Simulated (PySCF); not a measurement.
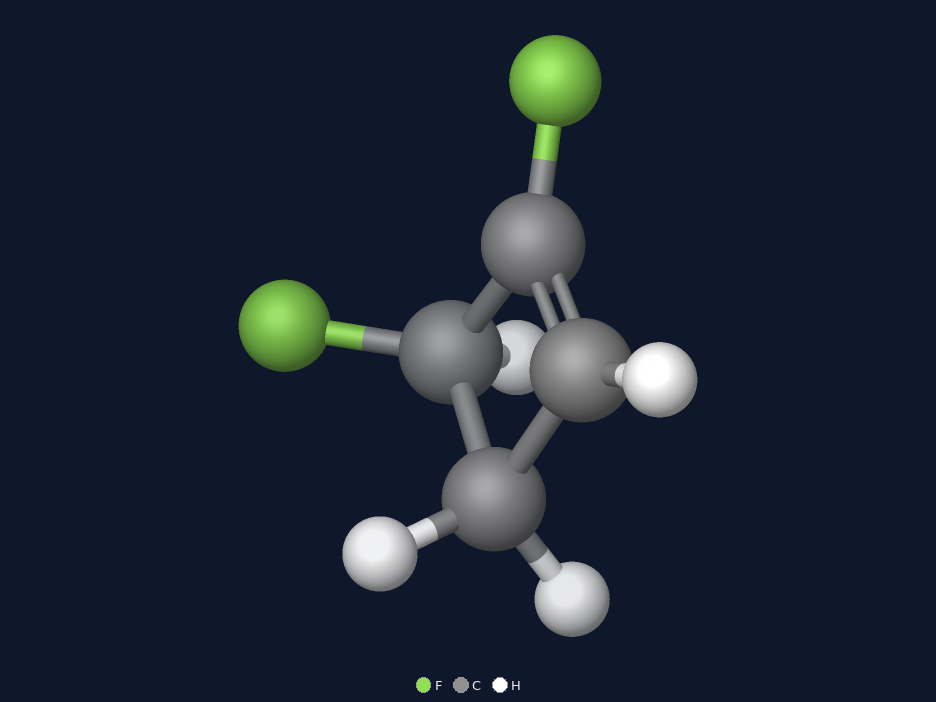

What does the picture show?

The molecule is C4H4F2. As SMILES it reads `FC1=CC[C@H]1F`. Independent rings (smallest set): 1 of 4 members. Among its groups: alkene, C–F bond. The point group is C1. Coordination, clear cases only: 1 C trigonal planar.

More results for the same structure follow; atom numbers are the same in all pictures, views and colours differ. The geometry was computed by an optimisation with PBE0-D3(BJ)/def2-SVP. No frequency run is at hand to confirm it as a minimum.

**Core levels**

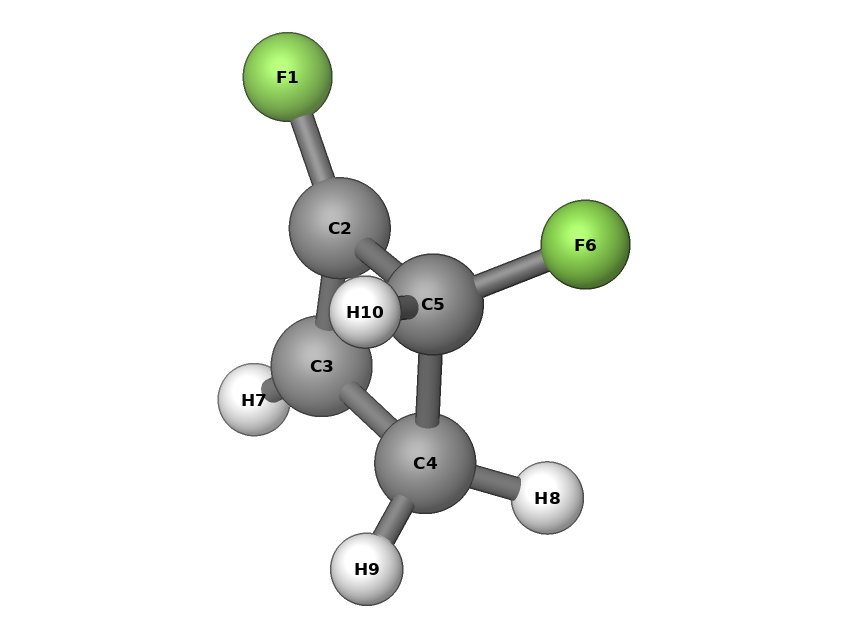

No frequency run is at hand to confirm it as a minimum. Level of theory: delta-SCF UKS SCAN, pcX-2 on the ionised atom, pcseg-1 elsewhere, spin-free X2C (PySCF 2.14.0).

Give the core-electron binding energies (to vacuum) of F1 1s, C2 1s, C3 1s, C4 1s, C5 1s, F6 1s.

```csv
atom,level,binding energy (eV)
F1,1s,693.5
C2,1s,293.1
C3,1s,291.0
C4,1s,291.5
C5,1s,293.6
F6,1s,692.7
```

**NMR shielding**

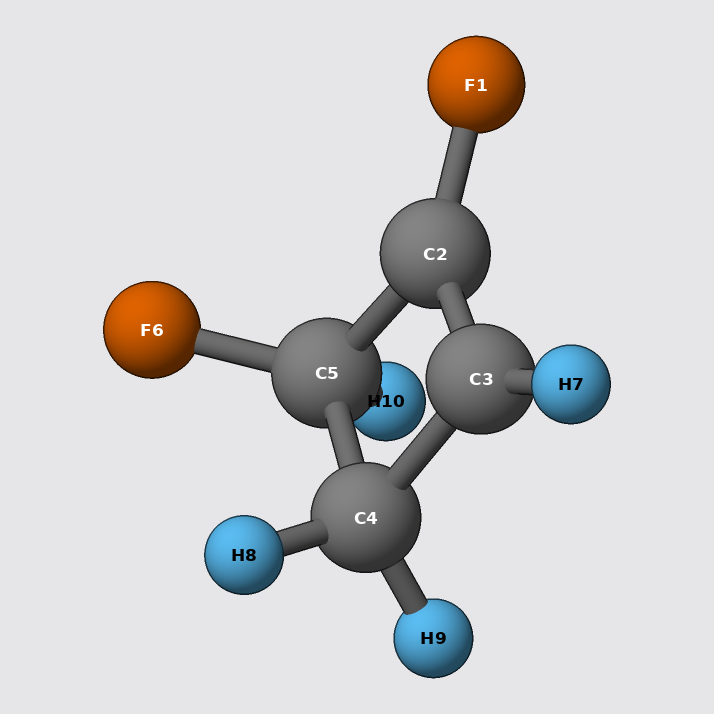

No frequency run is at hand to confirm it as a minimum. Properties computed with GIAO PBE0/pcSseg-1 NMR shielding, non-relativistic, IEF-PCM methanol (PySCF 2.14.0). Principal shieldings σ11 ≤ σ22 ≤ σ33, span Ω = σ33 − σ11, skew κ = 3(σiso − σ22)/Ω.

Which F atom has the most anisotropic shielding?

F1, with a span of 195 ppm.

Give the shielding tensors of the F atoms.

```
atom    σ11    σ22    σ33   σiso      Ω      κ
  F1  165.0  292.7  360.3  272.7  195.3  −0.31
  F6  366.9  382.7  400.4  383.3   33.5   0.06
```

Shieldings and span in ppm.

**Spin–spin coupling**

No frequency run is at hand to confirm it as a minimum. Properties computed with B3LYP/pcJ-1 indirect spin-spin coupling, non-relativistic, gas phase (PySCF 2.14.0). Isotopes: 13C, 19F, 1H.

Give the spin–spin coupling constants of these pairs, with the number of bonds between them: F1/C2, C5/F6, F1/C3, F1/C5, C2/F6, C4/F6, F6/H10, F1/H10, F1/C4, F1/F6, F1/H7, C3/F6, F6/H8, F6/H9.

```csv
pair,bonds apart,J (Hz)
"F1, C2",1,−423.8
"C5, F6",1,−281.4
"F1, C3",2,−7.4
"F1, C5",2,21.2
"C2, F6",2,18.5
"C4, F6",2,19.5
"F6, H10",2,64.3
"F1, H10",3,−5.4
"F1, C4",3,20.5
"F1, F6",3,−6.0
"F1, H7",3,−9.7
"C3, F6",3,15.7
"F6, H8",3,7.3
"F6, H9",3,3.3
```

Density functionals are unreliable for couplings to fluorine, so those rows may be far off.

**Levels of theory compared**

No frequency run is at hand to confirm it as a minimum. Program: PySCF 2.14.0.

Compare HOMO–LUMO gap (eV) at these levels: B3LYP/pcJ-1; KT3/pcSseg-2; PBE0/def2-SVPD; PBE0/def2-SVPD in chloroform (IEF-PCM); PBE0/pcSseg-1; PBE0/pcSseg-1 in chloroform (IEF-PCM); PBE0/pcSseg-1 in methanol (IEF-PCM).

| level | HOMO–LUMO gap (eV) |
| --- | --- |
| B3LYP/pcJ-1 | 7.11 |
| KT3/pcSseg-2 | 5.32 |
| PBE0/def2-SVPD | 7.48 |
| PBE0/def2-SVPD in chloroform (IEF-PCM) | 7.48 |
| PBE0/pcSseg-1 | 7.59 |
| PBE0/pcSseg-1 in chloroform (IEF-PCM) | 7.59 |
| PBE0/pcSseg-1 in methanol (IEF-PCM) | 7.59 |
